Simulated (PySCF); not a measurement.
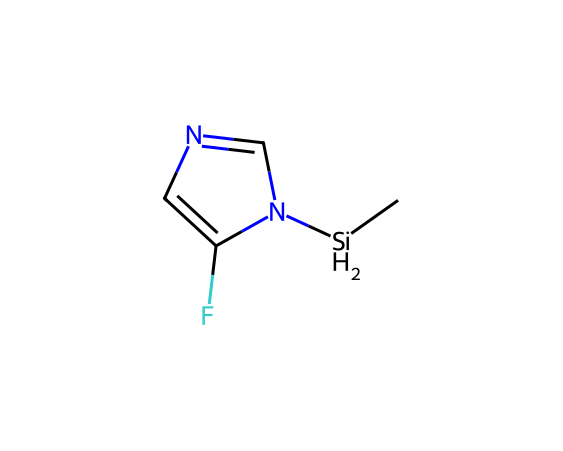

Transcribe the drawing into SMILES.

C[SiH2]n1cncc1F

What is the molecular formula?

C4H7FN2Si.

An optimisation with GFN2-xTB gave a structure of which point group?

C1. Other conformers may differ.

More results for the same structure follow; atom numbers are the same in all pictures, views and colours differ. Computed geometry: GFN2-xTB optimisation. No frequency run is at hand to confirm it as a minimum.

### Shape

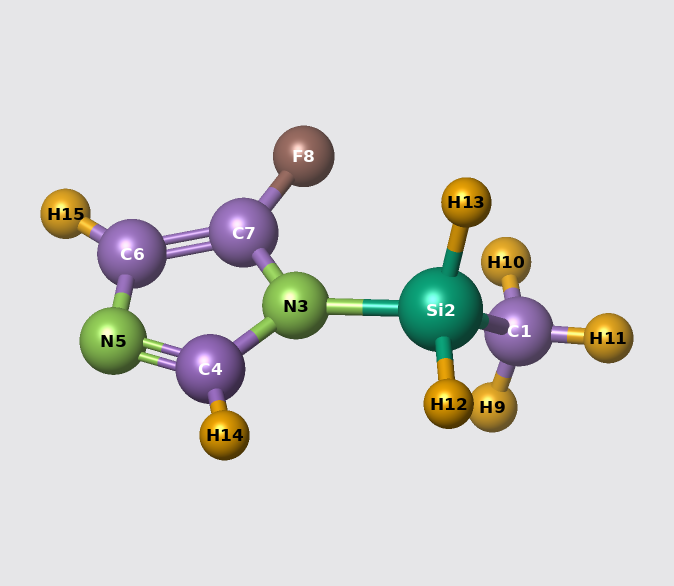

Numbered structure. No frequency run is at hand to confirm it as a minimum.

Give the bond lengths.

```csv
bond,length (Å),order
C1–Si2,1.892,single
C1–H9,1.088,single
C1–H10,1.087,single
C1–H11,1.086,single
Si2–N3,1.768,single
Si2–H12,1.462,single
Si2–H13,1.463,single
N3–C4,1.365,aromatic
N3–C7,1.365,aromatic
C4–N5,1.296,aromatic
C4–H14,1.070,single
N5–C6,1.366,aromatic
C6–C7,1.357,aromatic
C6–H15,1.070,single
C7–F8,1.338,single
```

### Excitation

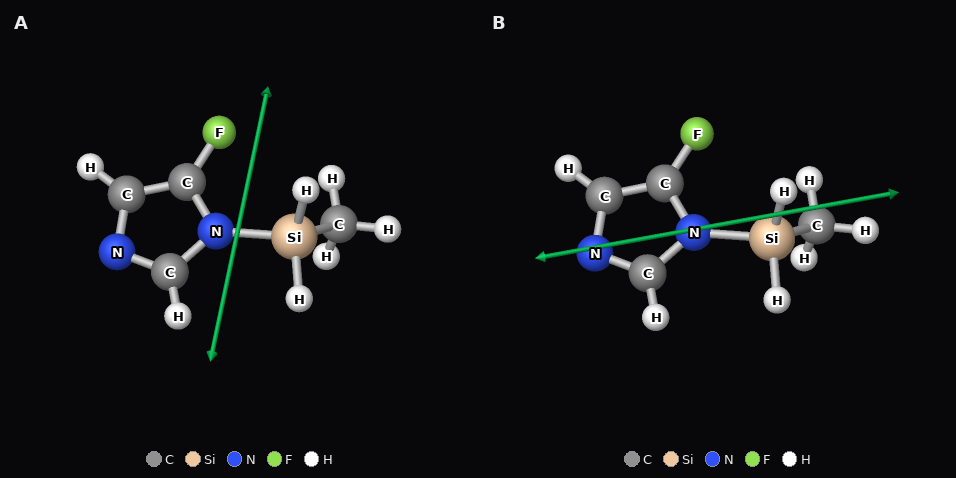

The double arrows show the directions of two transition dipoles from the ground state (lengths mean nothing). No frequency run is at hand to confirm it as a minimum. Properties computed with TDDFT PBE0/def2-SVPD, vertical, gas phase, core orbitals frozen in the response (PySCF 2.14.0).

One belongs to singlet state 3 and one to singlet state 5. Which is which?

A: state 3, 6.39 eV (194 nm), oscillator strength 0.089, mainly HOMO → LUMO+2 (weight 0.84).
B: state 5, 6.64 eV (187 nm), oscillator strength 0.018, mainly HOMO → LUMO+3 (weight 0.77).

### Quadrupole coupling

No frequency run is at hand to confirm it as a minimum. Electric field gradients from the ground-state density, PBE0/pcSseg-1 (PySCF 2.14.0), non-relativistic apart from any core potentials.

Give the largest field-gradient component, the quadrupole coupling constant and the asymmetry for 14N at N3 (Q = 20.44 mb), 14N at N5 (Q = 20.44 mb), 2H at H9 (Q = 2.86 mb), 2H at H10 (Q = 2.86 mb).

```tsv
atom	V_zz (a.u.)	e²qQ/h (MHz)	η
N3	−0.421	−2.02	0.77
N5	−0.955	−4.59	0.12
H9	0.320	0.215	0.00
H10	0.318	0.214	0.01
```

### Charges

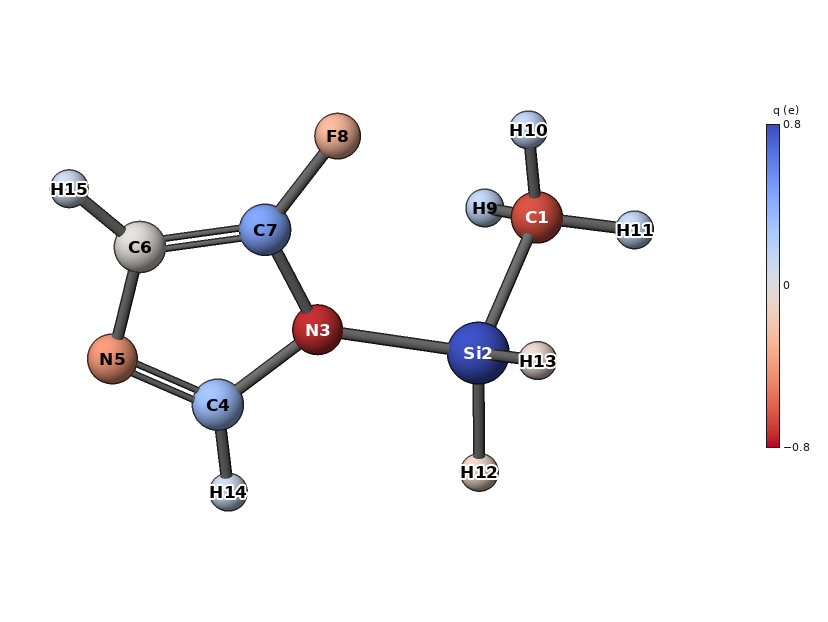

Atoms are coloured by their Mulliken charges. No frequency run is at hand to confirm it as a minimum. Properties computed with PBE0/pcSseg-1, gas phase (PySCF 2.14.0).

List the Mulliken charges.

```json
{"atom": "C1", "value (e)": "−0.64"}
{"atom": "Si2", "value (e)": "0.78"}
{"atom": "N3", "value (e)": "−0.73"}
{"atom": "C4", "value (e)": "0.30"}
{"atom": "N5", "value (e)": "−0.40"}
{"atom": "C6", "value (e)": "−0.01"}
{"atom": "C7", "value (e)": "0.46"}
{"atom": "F8", "value (e)": "−0.27"}
{"atom": "H9", "value (e)": "0.15"}
{"atom": "H10", "value (e)": "0.16"}
{"atom": "H11", "value (e)": "0.15"}
{"atom": "H12", "value (e)": "−0.09"}
{"atom": "H13", "value (e)": "−0.06"}
{"atom": "H14", "value (e)": "0.11"}
{"atom": "H15", "value (e)": "0.10"}
```

Mulliken values depend strongly on the basis set and can even reverse the polarity of a bond. The geometry is semi-empirical. Around Si such bond lengths and angles can be off by a tenth of an ångström or more and by several degrees, and values that hang on the shape move with them.
